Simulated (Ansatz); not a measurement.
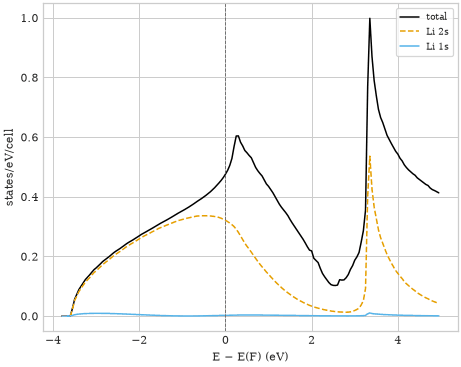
Total and projected density of states of Li (bcc (W type), Im-3m), PBEsol in the plane-wave PAW code Ansatz

Task: Which orbitals carry the states next to the Fermi level?

Result: Within 0.5 eV of the Fermi level: Li 2s 63 %, outside the projected shells 37 %. Projections are on Löwdin-orthogonalised atomic valence shells; empty p or d shells of many metals are not among them.

The PBEsol relaxation kept the symmetry of its start.

Potentials: the later of the program's two PAW sets.
